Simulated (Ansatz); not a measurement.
**InCl (SMILES [Cl][In]) at 6 levels**

Wanted: a comparison of 6 runs (HF/STO-3G, PBE0/STO-3G, UB3LYP/STO-3G, wB97M-V/STO-3G, MP2/STO-3G, UCCSD(T)/STO-3G) of InCl. 

Program for the calculation: Ansatz 0.2.0.

34 further runs of the same task are left out: 5 that didn't finish, 29 set aside as unsound or not needed.

## Step 1: Starting point

InCl has 2 atoms, charge 0, and is taken as a singlet. As SMILES, `[Cl][In]`. The In2–Cl1 distance was set to 5.964 Å, away from the relaxed value.

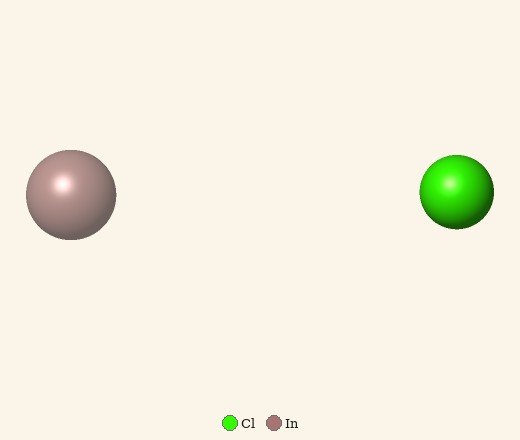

The structure, seen from a chosen angle (chlorine green, indium brown).

## Step 2: The energy at HF/STO-3G (run 1)

Contents of in.yaml:

```yaml
crystal:
  periodic: [false, false, false]
  atoms:
    - {symbol: Cl, position_ang: [0.000000, 0.000000, -3.578540]}
    - {symbol: In, position_ang: [0.000000, 0.000000, 2.385660]}
basis:
  gaussian:
    orbitals: STO-3G
hamiltonian:
  xc: hf
accuracy: high
```

Command:

```sh
$ ansatz run in.yaml --threads 1 --pin off --max-ram 2610MiB --events-out events.jsonl --progress --plain --runs-dir runs
```

What it wrote:

```text
Warning: RAYON_NUM_THREADS=1 ignored (pool sized by the plan → 1); use --threads N
Functional definition: HF
  name "HF"
  exchange = exact_x
  correlation = 0
591 factors; integrals over basis functions are off by at most 4.1e-9 eV
mean field evaluation 1: about -167004.3538 eV, gradient 1.8e0 eV
mean field evaluation 2: about -167004.3688 eV, gradient 1.8e0 eV
mean field evaluation 4: about -167004.3933 eV, gradient 2.8e-1 eV
mean field evaluation 8: about -167004.3940 eV, gradient 1.4e-2 eV
mean field evaluation 16: about -167004.4136 eV, gradient 8.6e-5 eV
mean field evaluation 32: about -166985.0126 eV, gradient 3.1e0 eV
mean field evaluation 64: about -167004.4090 eV, gradient 3.4e-3 eV
mean field evaluation 96: about -167004.3939 eV, gradient 1.4e-3 eV
mean field -167004.41359420 eV, -6137.2989999296 hartree, gradient 3.5e-8 eV, S^2 0.000000; 6 other end points of the search recorded, 0 dependent functions left out
reference -167004.41359420 eV, -6137.2989999296 hartree; 33, 33 occupied and 3, 3 virtual orbitals, 591 factors
Total energy: -167004.41359420 eV, -6137.2989999296 hartree
```

Run time: 0.86 s. Hardware: 1 thread of Arm Neoverse V2, shared host.

## Step 3: The energy at PBE0/STO-3G (run 2)

Contents of input.yaml:

```yaml
basis:
  gaussian:
    orbitals: STO-3G
crystal:
  periodic: [false, false, false]
  atoms:
    - symbol: Cl
      position_ang: [0.000000, 0.000000, -3.578540]
    - symbol: In
      position_ang: [0.000000, 0.000000, 2.385660]
hamiltonian:
  xc: {name: PBE0}
accuracy: high
```

Command:

```sh
$ ansatz run input.yaml --threads 1 --pin off --max-ram 2610MiB --events-out events.jsonl --progress --plain --runs-dir runs
```

What it wrote, cut to the lines that bear on the results:

```text
Warning: RAYON_NUM_THREADS=1 ignored (pool sized by the plan → 1); use --threads N
Functional definition: PBE0
  name "PBE0"
[...]
591 factors; integrals over basis functions are off by at most 4.1e-9 eV
[...]
mean field -167063.55109417 eV, -6139.4722629688 hartree, gradient 1.5e-8 eV, S^2 0.000000; 6 other end points of the search recorded, 0 dependent functions left out
reference -167063.55109583 eV, -6139.4722630297 hartree; 33, 33 occupied and 3, 3 virtual orbitals, 591 factors
Total energy: -167063.55109583 eV, -6139.4722630297 hartree
```

Run time: 15 s. Hardware: 1 thread of Arm Neoverse V2, shared host; peak memory 0.14 GiB.

## Step 4: The energy at UB3LYP/STO-3G (run 3)

Contents of job.yaml:

```yaml
basis:
  gaussian: {orbitals: STO-3G}
crystal:
  periodic: [false, false, false]
  atoms:
    - symbol: Cl
      position_ang: [0.000000, 0.000000, -3.578540]
    - symbol: In
      position_ang: [0.000000, 0.000000, 2.385660]
magnetization: {spin_polarized: true}
hamiltonian: {xc: {name: B3LYP}}
accuracy: high
```

Command:

```sh
$ ansatz run job.yaml --threads 1 --pin off --max-ram 2610MiB --events-out events.jsonl --progress --plain --runs-dir runs
```

What it wrote, cut to the lines that bear on the results:

```text
Warning: RAYON_NUM_THREADS=1 ignored (pool sized by the plan → 1); use --threads N
Functional definition: B3LYP
  name "B3LYP"
[...]
591 factors; integrals over basis functions are off by at most 4.1e-9 eV
[...]
mean field -167074.77090335 eV, -6139.8845833510 hartree, gradient 1.2e-8 eV, S^2 0.526944; 21 other end points of the search recorded, 0 dependent functions left out
reference -167074.77093742 eV, -6139.8845846029 hartree; 33, 33 occupied and 3, 3 virtual orbitals, 591 factors
Total energy: -167074.77093742 eV, -6139.8845846029 hartree
```

Wall time 38 s (1 thread of Arm Neoverse V2, shared host); peak memory 0.22 GiB.

Runs 4 to 5 aren't shown in full; the table further down has their settings and results.

## Step 5: The energy at UCCSD(T)/STO-3G (run 6)

Contents of job.yaml:

```yaml
crystal:
  periodic: [false, false, false]
  atoms:
    - {symbol: Cl, position_ang: [0.000000, 0.000000, -3.578540]}
    - {symbol: In, position_ang: [0.000000, 0.000000, 2.385660]}
basis:
  gaussian:
    orbitals: STO-3G
total_charge: 0
magnetization:
  spin_polarized: true
correlation:
  method: ccsd_t
  frozen_orbitals: {Cl: 5, In: 18}
accuracy: high
scf:
  omitted_lower_state_checks: [cluster_reference, increment]
```

Command:

```sh
$ ansatz run job.yaml --threads 1 --pin off --max-ram 2610MiB --events-out events.jsonl --progress --plain --runs-dir runs
```

What it wrote:

```text
Warning: RAYON_NUM_THREADS=1 ignored (pool sized by the plan → 1); use --threads N
[... 21 lines left out ...]
23 core orbitals not correlated: weight in the atoms' cores, before any rotation towards them, 1.000 or more for the frozen orbitals, at most 0.000 for the correlated occupied ones
[... 103 lines left out ...]
Total energy: -167005.69943494 eV, -6137.3462537052 hartree
Checks for a lower state left out: cluster_reference, increment
```

Run time: 9 s. Hardware: 1 thread of Arm Neoverse V2, shared host; peak memory 0.16 GiB.

## Step 6: Overview of the runs

```
run            level  frozen core orbitals   energy (Eh)  wall time
  1        HF/STO-3G                     –  -6137.299000     0.86 s
  2      PBE0/STO-3G                     –  -6139.472263       15 s
  3    UB3LYP/STO-3G                     –  -6139.884585       38 s
  4   wB97M-V/STO-3G                     –  -6140.021001       31 s
  5       MP2/STO-3G                    23  -6137.323654      1.3 s
  6  UCCSD(T)/STO-3G                    23  -6137.346254        9 s
```

## Step 7: Results

| quantity | value |
| --- | --- |
| run 6: total energy | -6137.34625 Eh |
| run 6: correlation energy (23 core orbitals frozen) | -26.5 mEh |
| run 6: (T) correction | 0.00 mEh |
| run 6: ⟨S²⟩ of the reference determinant | 1.000 |
| run 6: T1 diagnostic | 0.002 |

Below the HF energy at the same shape and in the same basis (STO-3G): MP2 -24.7 mEh; UCCSD(T) -47.3 mEh. Some of these start from another determinant than that one, so these aren't their correlation energies. Totals of different functionals can't be ranked against each other. In run 5 the log says that unrestricted orbitals would lower the reference, so the values rest on an unstable closed-shell determinant (other closed-shell runs at this shape may share the fault). In runs 1, 2, 3, 4, 5, 6 the basis is minimal, so the values are rough. In runs 1, 2, 3, 4, 5, 6 relativity is left out where basis or elements ask for it. Spin contamination of the reference: run 6 ⟨S²⟩ = 1.00, run 3 ⟨S²⟩ = 0.53. Where it is this large, the reference is a mixture of spin states, and values that rest on it are in doubt. All runs together took 95 s, the longest 38 s.
